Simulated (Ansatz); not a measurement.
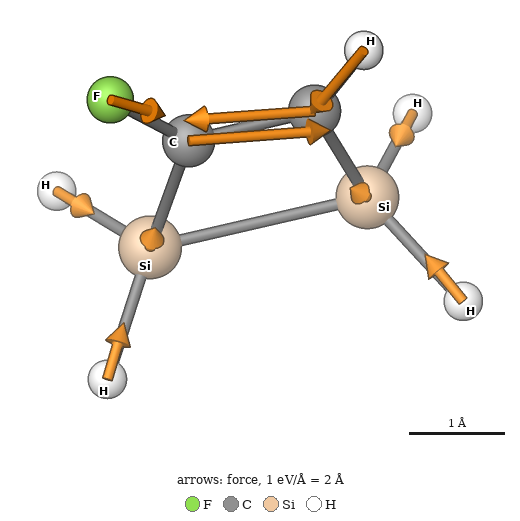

Starting geometry of C2H5FSi2 with the computed forces as orange arrows. Style: ball-and-stick. Shown from a free direction.

The start comes from PBE-D4/def2-SVP.

Computed with RKS PBE0-D4/def2-TZVP (Ansatz 0.2.0). (force threshold 0.005 eV/Å; at most 150 steps)

Q: Is this structure relaxed? If not, where do the atoms go?

A: It isn't relaxed: the largest force vector, on a C atom, is 0.79 eV/Å. The final displacements follow the starting forces only in part (cosine between the two patterns 0.73). The largest move after the best rigid fit is that of an H atom, 0.036 Å. Largest moves by element: H 0.036 Å, F 0.030 Å, C 0.023 Å, Si 0.014 Å. Among the contacts that change: C–Si 1.913 → 1.890 Å, Si–Si 2.351 → 2.329 Å, C–C 1.363 → 1.343 Å, C–Si 1.889 → 1.870 Å. Over 4 geometry steps the energy falls by 0.043 eV. Largest force component: 0.55 eV/Å at the start, 0.0028 eV/Å at the end. The run took 6.5 s on 4 threads of AMD EPYC 9R45 96-Core (shared host).
